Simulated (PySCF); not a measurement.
Input file:

```
{"job": {"kind": "uv", "xc": "wB97X-D", "basis": "def2-SVPD", "nstates": 8, "ntriplets": 3}, "charge": 0, "multiplicity": 1}
C     -1.873324    -0.392465     0.887435
C     -1.058348    -0.180182    -0.338534
S     -1.270332    -1.090416    -1.673880
C     -0.016488     0.865932    -0.287502
Si     1.665592     0.098699     0.215249
S      1.522549    -0.279373     2.329962
H     -1.225814    -0.502110     1.758147
H     -2.502228    -1.273246     0.786992
H     -2.509623     0.476823     1.062618
H     -0.281786     1.651480     0.421102
H      0.122485     1.306117    -1.273755
H      1.907355    -1.161164    -0.471384
H      2.726722     1.078790     0.013239
H      2.792560    -0.599359     2.508321
```

Run with:

```sh
OMP_NUM_THREADS=1 python probes_run.py task.json out
```

Geometry: GFN2-xTB.

Computed with PySCF, wB97X-D/def2-SVPD, SCF density, gas phase.

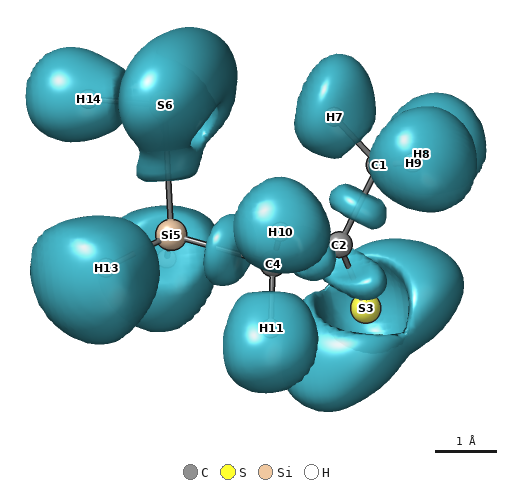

C3H8S2Si. Isosurface of the ELF at 0.8 (cyan), seen across its widest extent. Only the valence region is drawn (cores and ρ < 0.01 e/Å³ removed).

> What do the ELF domains correspond to?

The surface consists of two regions between bonded C–C atoms (shared pairs), one region between bonded C–S atoms (shared pairs), one region between bonded C–Si atoms (shared pairs), eight regions around hydrogen nuclei, one region on S in which the atom's valence shell and bonds are merged and one ring or bowl of non-bonding electrons around S. Profiles from the grid: C–C (1.48 Å): the ELF peaks at about 0.95 between the atoms; a shared electron pair. C–S (1.63 Å): the ELF peaks at about 0.90 between the atoms; a covalent bond.
